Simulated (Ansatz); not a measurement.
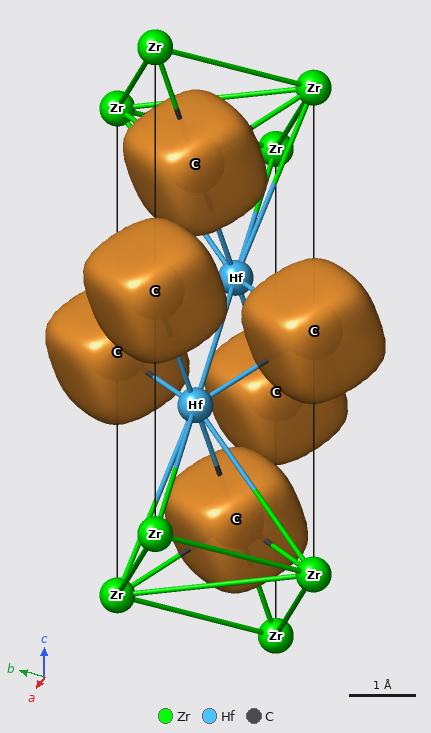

Figure 1: Hf$_{2}$ZrC$_{3}$. Isosurface of the electron localisation function at 0.6 (orange), seen at an oblique angle. Core shells and regions of very low density are left out. Sticks mark near contacts.

Space group P-3m1; a generated structure, not necessarily the stable one; changed on purpose from its base cell (volume × 0.88, shape and atoms relaxed); computed pressure about 38 GPa in this cell.

All numbers below come from DFT PBE, scalar-relativistic, plane waves, PAW (Ansatz).

In a PAW calculation such maps are meaningful between the atoms, not at the nuclei.

Q: What do the ELF domains correspond to?

A: The ELF exceeds this value in three regions wrapped around C (the valence shell of each), counted in one cell of 6 atoms. Regions shared between cells count once. Along the contacts the grid gives the following. Hf–C (2.23 Å): the ELF peaks at about 0.80 in the valence shell of C, 0.7 Å from its nucleus, and is about 0.25 at the midpoint; no localised pair shows between them. Zr–C (2.25 Å): the ELF peaks at about 0.75 in the valence shell of C, 0.7 Å from its nucleus, and drops to about 0.25 between the two atoms; no localised pair shows between them.
